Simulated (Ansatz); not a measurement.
Single-point calculation of SiH₃ClF (charge −1)

- system: SiH₃ClF, charge −1
- method: RKS PBE0-D4/def2-TZVPPD (Ansatz 0.2.0)

The geometry is a complex of two molecules. The geometry comes from this level: PBE0-D4/def2-TZVP.

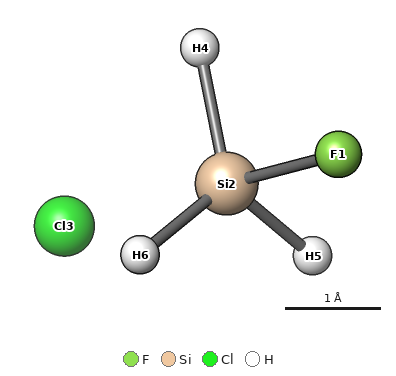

The structure (ball-and-stick view, seen at a tilt; atoms are numbered from 1 in the order of the input).

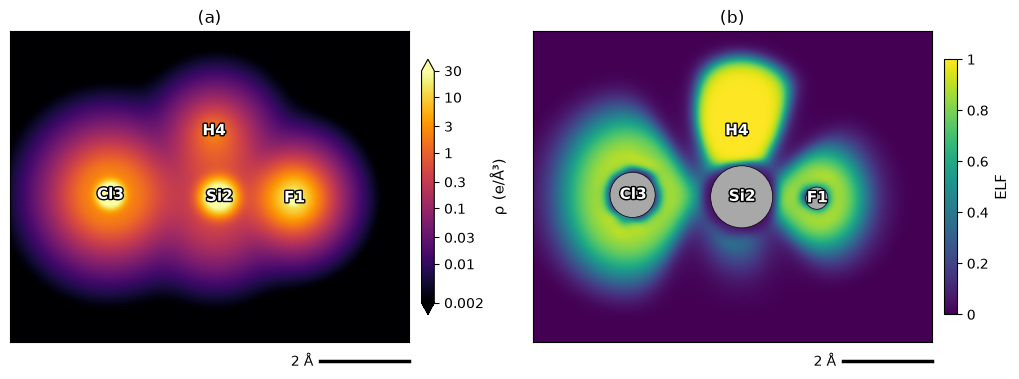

(a) total electron density; (b) ELF on the plane of atoms F1, Si2 and H4. Grey discs, where drawn, cover atomic cores. The plane passes through F, Si, Cl and H nuclei. Si–H (1.49 Å): ρ is about 0.82 e/Å³ halfway; the ELF climbs to about 1 towards the hydrogen, as it does in any bond to H.

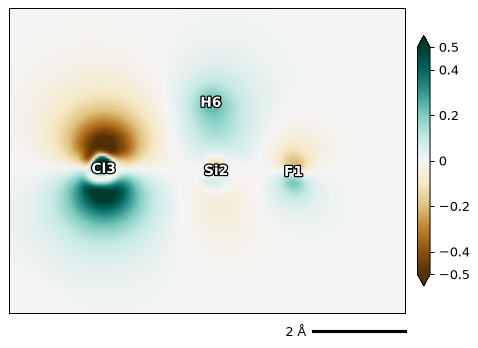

The HOMO on the plane of atoms F1, Si2 and H6 (values in Å⁻³ᐟ²; the overall sign is arbitrary). Its energy is −2.61 eV.

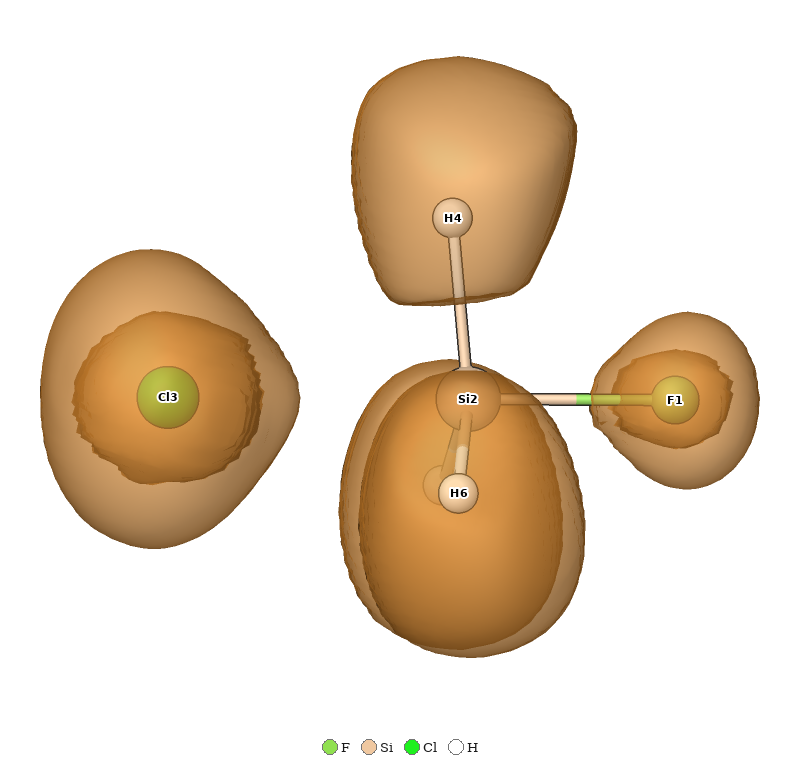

Isosurface of the electron localisation function at 0.8 (orange), seen face on. Only the valence region is drawn (cores and ρ < 0.01 e/Å³ removed). Values along the shortest contacts: Si2···Cl3 (2.46 Å): the ELF peaks at about 0.85 between the atoms. Si–F (1.69 Å): the ELF peaks at about 0.85 between the atoms (a shared but strongly polarised pair).

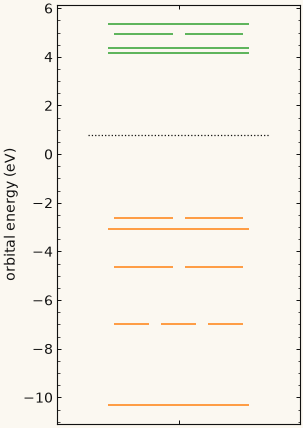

Orbital energies near the frontier; the dotted line parts filled from empty levels, and levels within 0.02 eV of each other stand side by side. Highest filled −2.61 eV, lowest empty 4.14 eV, 6.75 eV apart.

The input and output of the run follow.

**Input file**
```yaml
crystal:
  periodic: [false, false, false]
  atoms:
    - {symbol: F, position_ang: [-0.978418, -0.541348, -1.525495]}
    - {symbol: Si, position_ang: [-0.102416, -0.056675, -0.159663]}
    - {symbol: Cl, position_ang: [1.170180, 0.647463, 1.824419]}
    - {symbol: H, position_ang: [0.316197, -1.428063, 0.232576]}
    - {symbol: H, position_ang: [0.852328, 0.805978, -0.904033]}
    - {symbol: H, position_ang: [-1.257872, 0.572645, 0.532196]}
basis:
  gaussian: {orbitals: "def2-TZVPPD.json"}
total_charge: -1
hamiltonian: {xc: pbe0, dispersion: d4}
output: {orbitals: {seedname: orbitals}}
```

Command:
```bash
ansatz run in.yaml --threads 2 --pin off --events-out ev --progress --plain --max-ram 5222MiB
```

**What the program printed**
```
Functional definition: PBE0
  name "PBE0"
  cite "Adamo & Barone, J. Chem. Phys. 110, 6158 (1999) doi:10.1063/1.478522"
  cite "Perdew, Burke & Ernzerhof, Phys. Rev. Lett. 77, 3865 (1996) doi:10.1103/PhysRevLett.77.3865"
  parent pbe
  parameter a = 0.25
  parameter kappa = 0.804
  parameter beta = 0.06672455060314922
  exchange = (1 - a)*pbe_x(kappa = kappa, mu = beta*pi^2/3) + a*exact_x
  correlation = pbe_c(beta = beta)
1030 factors; their error is unknown
mean field evaluation 1: about -23161.3431 eV, gradient 1.5e1 eV
mean field evaluation 2: about -23161.2693 eV, gradient 1.9e1 eV
mean field evaluation 4: about -23161.8099 eV, gradient 7.4e-1 eV
mean field evaluation 8: about -23161.8720 eV, gradient 2.4e-1 eV
mean field -23161.87210061 eV, -851.1831000166 hartree, gradient 5.5e-5 eV, S^2 0.000000; 0 other end points of the search recorded, 0 dependent functions left out
reference -23161.87214291 eV, -851.1831015712 hartree; 22, 22 occupied and 168, 168 virtual orbitals, 1030 factors
Total energy: -23161.97154527 eV, -851.1867545405 hartree
```

**Key numbers**

```tsv
quantity	value
outcome	converged
total energy	−23161.9715 eV
mean-field energy	−23161.8721 eV
dispersion energy	−0.0994 eV
SCF solution under orbital rotations	stable
HOMO	−2.61 eV
LUMO	4.14 eV
hardware	2 threads of Arm Neoverse V1, 23 GiB of memory available, shared host
wall time	2.7 s (CPU time 5.2 s)
peak memory	0.41 GiB
```
